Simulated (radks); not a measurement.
**Atomic calculation, with input and output: Be**

- system: atomic beryllium (Be) in the configuration [He] 2s2.
- method: scalar-relativistic Kohn-Sham, LDA (Slater exchange, VWN5 correlation), spin-polarised, spherical densities, finite nucleus (the in-house radial solver radks)

Key numbers:

```tsv
quantity	value
outcome	converged
total energy	−14.450037 hartree
kinetic energy	14.317483 hartree
electron–nucleus energy	−33.368997 hartree
Hartree energy	7.116965 hartree
exchange–correlation energy	−2.515489 hartree
radius at density 0.001 e/bohr³	4.15 bohr
SCF iterations	13
hardware	1 CPU thread, shared host
```

Input file:
```
Z 4
configuration [He] 2s2
relativity scalar-relativistic
functional lda,vwn5
spin polarised
nucleus finite rms 2.519 fm
c 137.035999084
response adiabatic LDA kernel
```

Energies in input and log are in hartree, lengths in bohr (the nuclear radius in fm).

Output:
```
1s      1   1.0000          -3.85704086
2s      1   1.0000          -0.20577651
1s      2   1.0000          -3.85704086
2s      2   1.0000          -0.20577651
Etot -14.450037484011062
Ekin 14.317482934917372
Encl -33.368996815312244
Eh 7.116965087912881
Exc -2.5154886915290717
err 1.1007325521036183e-10
it 13
```

Orbitals:

| orbital | occupation | energy (eV) | ⟨r⟩ (bohr) | outer maximum (bohr) |
| --- | --- | --- | --- | --- |
| 1s up | 1 | −104.955 | 0.4250 | 0.269 |
| 1s down | 1 | −104.955 | 0.4250 | 0.269 |
| 2s up | 1 | −5.599 | 2.619 | 2.04 |
| 2s down | 1 | −5.599 | 2.619 | 2.04 |

Slater integrals of the outer shells (hartree):

| integral | value |
| --- | --- |
| F0(2s,2s) | 0.3472 |
| F0(2s,1s) | 0.4918 |
| G0(2s,1s) | 0.0312 |
| F0(1s,1s) | 2.2277 |

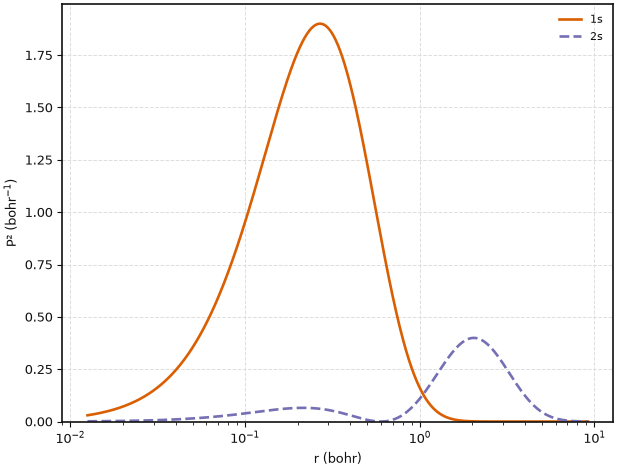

Figure 1. The radial probability densities P² of 1s and 2s. 1s: outer maximum at 0.269 bohr, ⟨r⟩ = 0.425 bohr, 0 nodes, eigenvalue −105.0 eV; 2s: outer maximum at 2.04 bohr, ⟨r⟩ = 2.62 bohr, 1 node, eigenvalue −5.60 eV.

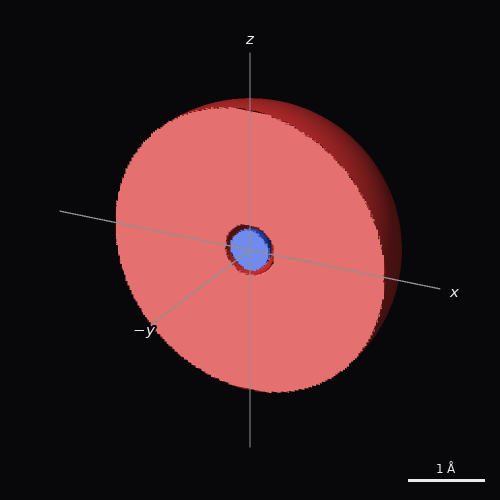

Figure 2. The 2s orbital. The surface of constant |ψ| that holds about 85 % of the electron is drawn, red where ψ is positive and blue where it is negative, with the half in front of the xz plane cut away and the cut face painted. The radial function comes from the spherical calculation and is multiplied by a real spherical harmonic; the overall sign is chosen so that the largest lobe of P(r) is positive; at the scalar-relativistic level it is the large component. It has no angular node and 1 radial node, at r = 0.599 bohr. The outermost maximum of P² lies at 2.04 bohr, ⟨r⟩ = 2.62 bohr, 90 % of the charge lies within 4.17 bohr, and the eigenvalue is −5.60 eV, with 2 electrons in the shell.

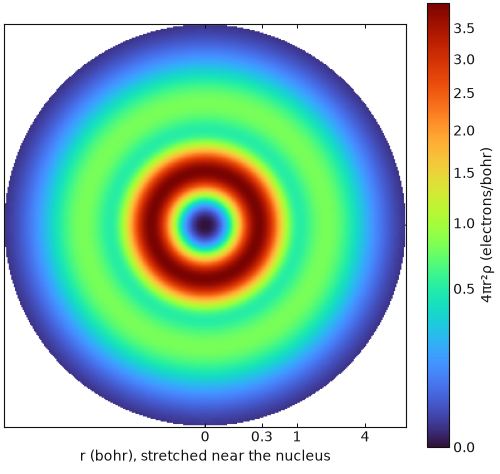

Figure 3. The radial density 4πr²ρ as a disc about the nucleus, with the radius drawn as r to the power 0.4. There are 2 maxima, at r = 0.266 and 2.03 bohr, parted by a minimum at 1.10 bohr, inside which lie 2.1 electrons.
